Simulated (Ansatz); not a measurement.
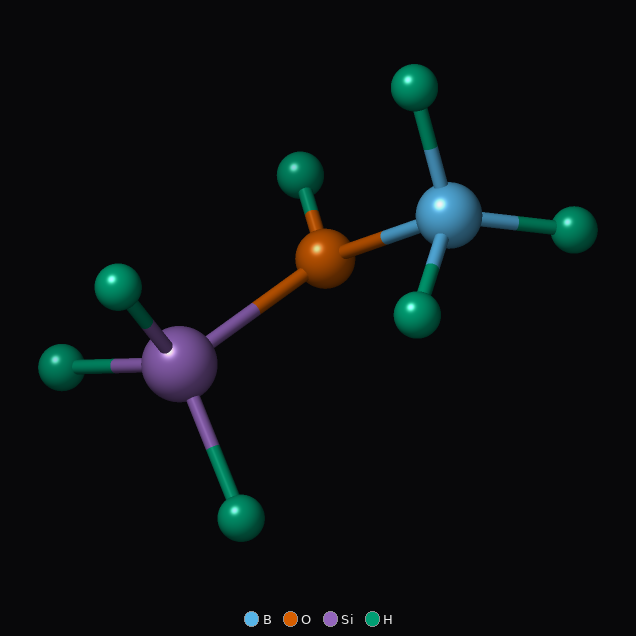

The geometry was computed by an optimisation with PBE-D4/def2-SVP. No frequency run is at hand to confirm it as a minimum.

Give the structural formula.

SMILES: [BH3-][OH+][SiH3]

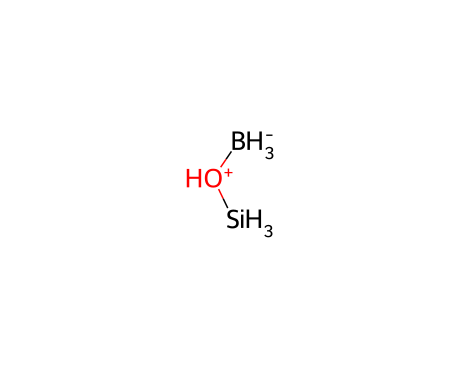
